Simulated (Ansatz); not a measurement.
# singlet [C2F5]+ at 6 levels

Wanted: a comparison of 6 runs (HF/STO-3G, B2PLYP/cc-pVDZ, B3LYP/6-31G*, BLYP/cc-pVDZ, CAM-B3LYP/cc-pVDZ, PBE0/cc-pVDZ) of singlet [C2F5]+. 

The results are computed with Ansatz 0.2.0.

33 further runs of the same task are left out: 33 set aside as unsound or not needed.

## (1) Starting point

The species is [C2F5]+ (7 atoms), meant as a singlet with charge +1. As SMILES of the parent species, `F[C](F)C(F)(F)F`. The shape is that of a PBE0-D4/def2-TZVP optimisation. That shape belongs to the parent species and isn't relaxed for this state.

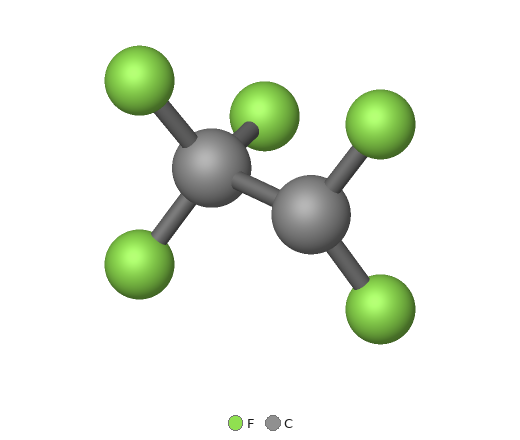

The structure, seen from a chosen angle (fluorine green, carbon grey).

## (2) The energy at HF/STO-3G (run 1)

The input, molecule.yaml:

```yaml
crystal:
  periodic: [false, false, false]
  atoms:
    - symbol: F
      position_ang: [1.561030, -0.846020, 0.512950]
    - symbol: C
      position_ang: [0.322010, -0.468420, 0.723150]
    - symbol: F
      position_ang: [-0.464130, -1.481230, 1.002660]
    - symbol: C
      position_ang: [-0.228340, 0.480800, -0.320510]
    - symbol: F
      position_ang: [0.577960, 1.527090, -0.444820]
    - symbol: F
      position_ang: [-1.434800, 0.896110, 0.043240]
    - symbol: F
      position_ang: [-0.333720, -0.108340, -1.516660]
basis:
  gaussian:
    orbitals: STO-3G
total_charge: 1
hamiltonian:
  xc: hf
accuracy: high
output: {orbitals: {seedname: orbitals}}
```

Command:

```bash
$ ansatz run molecule.yaml --threads 1 --pin off --max-ram 3480MiB --events-out events.jsonl --progress --plain --runs-dir runs
```

What it wrote:

```text
Warning: RAYON_NUM_THREADS=1 ignored (pool sized by the plan → 1); use --threads N
Functional definition: HF
  name "HF"
  exchange = exact_x
  correlation = 0
757 factors; integrals over basis functions are off by at most 4.2e-8 eV
mean field evaluation 1: about -15353.2627 eV, gradient 5.9e1 eV
mean field evaluation 2: about -15353.5423 eV, gradient 5.9e1 eV
mean field evaluation 4: about -15365.1018 eV, gradient 4.1e0 eV
mean field evaluation 8: about -15365.2011 eV, gradient 1.5e-1 eV
mean field -15365.20142865 eV, -564.6607375954 hartree, gradient 2.2e-8 eV, S^2 0.000000; 0 other end points of the search recorded, 0 dependent functions left out
reference -15365.20142865 eV, -564.6607375954 hartree; 28, 28 occupied and 7, 7 virtual orbitals, 757 factors
Total energy: -15365.20142865 eV, -564.6607375954 hartree
```

Run time: 0.36 s. Hardware: 1 thread of Intel Xeon Platinum 8488C (Sapphire Rapids), shared host.

## (3) A single-point energy at B2PLYP/cc-pVDZ (run 2)

The input, in.yaml:

```yaml
crystal:
  periodic: [false, false, false]
  atoms:
    - {symbol: F, position_ang: [1.561030, -0.846020, 0.512950]}
    - {symbol: C, position_ang: [0.322010, -0.468420, 0.723150]}
    - {symbol: F, position_ang: [-0.464130, -1.481230, 1.002660]}
    - {symbol: C, position_ang: [-0.228340, 0.480800, -0.320510]}
    - {symbol: F, position_ang: [0.577960, 1.527090, -0.444820]}
    - {symbol: F, position_ang: [-1.434800, 0.896110, 0.043240]}
    - {symbol: F, position_ang: [-0.333720, -0.108340, -1.516660]}
basis:
  gaussian:
    orbitals: cc-pVDZ
hamiltonian:
  xc: {name: B2PLYP}
total_charge: 1
correlation:
  frozen_orbitals: {C: 1, F: 1}
output:
  orbitals: {seedname: orbitals}
accuracy: high
```

Command:

```bash
$ ansatz run in.yaml --threads 1 --pin off --max-ram 3480MiB --events-out events.jsonl --progress --plain --runs-dir runs
```

What it wrote (excerpt; [...] marks lines left out):

```text
Warning: RAYON_NUM_THREADS=1 ignored (pool sized by the plan → 1); use --threads N
Functional definition: B2PLYP
  name "B2PLYP"
[...]
2168 factors; integrals over basis functions are off by at most 2.9e-9 eV
[...]
mean field -15624.33880689 eV, -574.1838605960 hartree, gradient 4.4e-8 eV, S^2 0.000000; 0 other end points of the search recorded, 0 dependent functions left out
7 core orbitals not correlated: weight in the atoms' cores, before any rotation towards them, 1.000 or more for the frozen orbitals, at most 0.000 for the correlated occupied ones
reference -15624.33882216 eV, -574.1838611572 hartree; 21, 21 occupied and 70, 70 virtual orbitals, 2168 factors
second order -39.50667960 eV of doubles, -0.00000000 eV of singles
Total energy: -15635.00562565 eV, -574.5758589554 hartree
```

Wall time 9.3 s (1 thread of Intel Xeon Platinum 8488C (Sapphire Rapids), shared host); peak memory 0.38 GiB.

Runs 3 to 5 aren't shown in full; the table further down has their settings and results.

## (4) A single-point energy at PBE0/cc-pVDZ (run 6)

The input, run.yaml:

```yaml
crystal:
  periodic: [false, false, false]
  atoms:
    - {symbol: F, position_ang: [1.561030, -0.846020, 0.512950]}
    - {symbol: C, position_ang: [0.322010, -0.468420, 0.723150]}
    - {symbol: F, position_ang: [-0.464130, -1.481230, 1.002660]}
    - {symbol: C, position_ang: [-0.228340, 0.480800, -0.320510]}
    - {symbol: F, position_ang: [0.577960, 1.527090, -0.444820]}
    - {symbol: F, position_ang: [-1.434800, 0.896110, 0.043240]}
    - {symbol: F, position_ang: [-0.333720, -0.108340, -1.516660]}
basis:
  gaussian:
    orbitals: cc-pVDZ
total_charge: 1
magnetization:
  spin_polarized: false
hamiltonian:
  xc: {name: PBE0}
accuracy: high
output: {orbitals: {seedname: orbitals}}
```

Command:

```bash
$ ansatz run run.yaml --threads 1 --pin off --max-ram 3480MiB --events-out events.jsonl --progress --plain --runs-dir runs
```

What it wrote:

```text
Warning: RAYON_NUM_THREADS=1 ignored (pool sized by the plan → 1); use --threads N
Functional definition: PBE0
  name "PBE0"
  parameter a = 0.25
  parameter kappa = 0.804
  parameter beta = 0.06672455060314922
  exchange = (1 - a)*pbe_x(kappa = kappa, mu = beta*pi^2/3) + a*exact_x
  correlation = pbe_c(beta = beta)
2168 factors; integrals over basis functions are off by at most 2.9e-9 eV
mean field evaluation 1: about -15624.9414 eV, gradient 6.6e1 eV
mean field evaluation 2: about -15606.2860 eV, gradient 1.3e2 eV
mean field evaluation 4: about -15631.3072 eV, gradient 6.5e0 eV
mean field evaluation 8: about -15631.6421 eV, gradient 1.1e0 eV
mean field evaluation 16: about -15631.6439 eV, gradient 5.3e-4 eV
mean field -15631.64386263 eV, -574.4523164429 hartree, gradient 3.4e-8 eV, S^2 0.000000; 0 other end points of the search recorded, 0 dependent functions left out
reference -15631.64386370 eV, -574.4523164821 hartree; 28, 28 occupied and 70, 70 virtual orbitals, 2168 factors
Total energy: -15631.64386370 eV, -574.4523164821 hartree
```

Wall time 6.3 s (1 thread of Intel Xeon Platinum 8488C (Sapphire Rapids), shared host); peak memory 0.38 GiB.

## (5) The series

```
run                               level  frozen core orbitals  energy (Eh)  HOMO energy (eV)  LUMO energy (eV)  HOMO–LUMO gap (eV)  wall time
  1                           HF/STO-3G                     –  -564.660738            -19.64             -6.75               12.89     0.36 s
  2                      B2PLYP/cc-pVDZ                     7  -574.575859            -20.52            -11.85                8.67      9.3 s
  3  B3LYP/6-31G* (spherical functions)                     –  -574.957303            -17.69            -13.29                4.40      6.6 s
  4                        BLYP/cc-pVDZ                     –  -574.959727            -15.77            -13.78                1.99      5.1 s
  5                   CAM-B3LYP/cc-pVDZ                     –  -574.848918            -19.69            -11.96                7.72      7.2 s
  6                        PBE0/cc-pVDZ                     –  -574.452316            -18.23            -13.20                5.03      6.3 s
```

## (6) Summary of results

| quantity | value |
| --- | --- |
| run 6: total energy | -574.45232 Eh |
| run 6: HOMO energy | -18.23 eV |
| run 6: LUMO energy | -13.20 eV |
| run 6: HOMO–LUMO gap | 5.03 eV |

**Reading.** The HOMO–LUMO gap runs from 1.99 eV (BLYP/cc-pVDZ) to 12.89 eV (HF/STO-3G). The two ends differ in method and basis. Totals of different functionals can't be ranked against each other. In run 1 the basis is minimal, so the values are rough. All runs together took 35 s, the longest 9.3 s.
